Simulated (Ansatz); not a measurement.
The reference is PbF₂ in the fluorite structure (space group Fm-3m, No. 225; a = 5.899 Å). Axes: x, y, z lie along the cube axes.

Perturbation: tensile biaxial strain of 1.67 % in the plane normal to [111], as in epitaxy on a mismatched substrate; the out-of-plane cell vector and the atoms relax.

Level of theory: Kohn–Sham DFT with the PBEsol functional, run in Ansatz (a first-principles code) with PAW and 420 eV plane waves, no SOC.

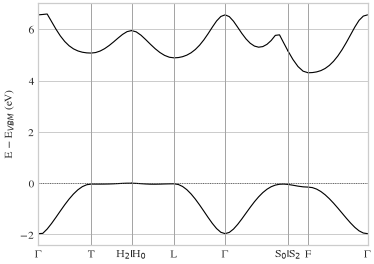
Figure. Highest valence and lowest conduction band along the path of the changed cell's own zone

**Question.** Read the changed gap and its character from the plot.

**Answer.** About 4.3 eV, indirect, H₂ → F.

Spin-orbit coupling, missing from the scalar runs, can matter with Pb. Stability against distortions was not tested. Labels are those of the standard path for the cell's own space group.
